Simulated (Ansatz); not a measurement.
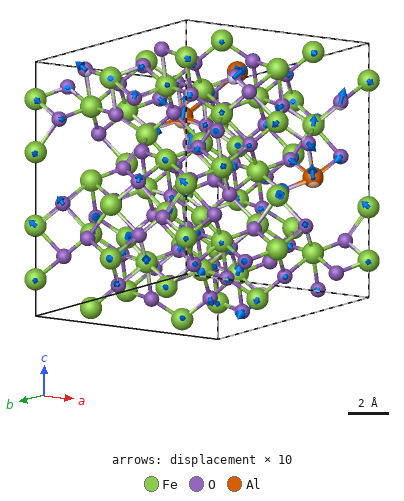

A relaxation of solid Fe45O72Al3 (a generated structure). The starting structure is drawn faded, the final one solid; blue arrows show the displacements, 10 times their true length.

The picture is a ball-and-stick view of the cell of the calculation, seen from a free direction.

All numbers below come from DFT, PBEsol, PAW, plane waves in Ansatz 0.2.0. Settings: plane-wave cutoff 420 eV; k-point mesh 1 × 1 × 1; mesh shifted by (0.25, 0.25, 0.25); collinear spin; cell relaxed at fixed alpha, beta, gamma; force threshold 0.03 eV/Å; at most 80 steps.

**Describe the change and its energy.**

An Al atom moves most relative to the cell: 0.14 Å along [−1 −2 3]. By element the largest moves are Al 0.14 Å, O 0.12 Å, Fe 0.08 Å. The drawn cell changes as follows: a 9.822 → 9.823 Å (0.0 %), b unchanged at 9.822 Å, c 13.607 → 13.619 Å (+0.1 %); the volume changes by +0.1 %. Near-neighbour distances that change, for instance: Al–O 2.123 → 1.979 Å, Al–O 2.131 → 2.001 Å, Al–O 2.099 → 1.976 Å, Fe–O 2.007 → 1.890 Å. Bond angles that change, for instance: O–Al–O 159.2° → 167.2°, O–Fe–O 168.4° → 161.1°, Fe–O–Al 127.6° → 134.9°. The space group stays P1 (No. 1). Over 4 accepted moves (5 points after the start) the energy falls by 1.493 eV per cell of the calculation. The largest force component goes from 1.5 to 0.013 eV/Å. Pressure: 0.51 GPa at the start and 0.00 GPa at the end. The SCF was repeated once at an unchanged geometry on a basis and grid sized afresh for the cell, which shifted the energy by 4.2 meV per cell of the calculation at most.
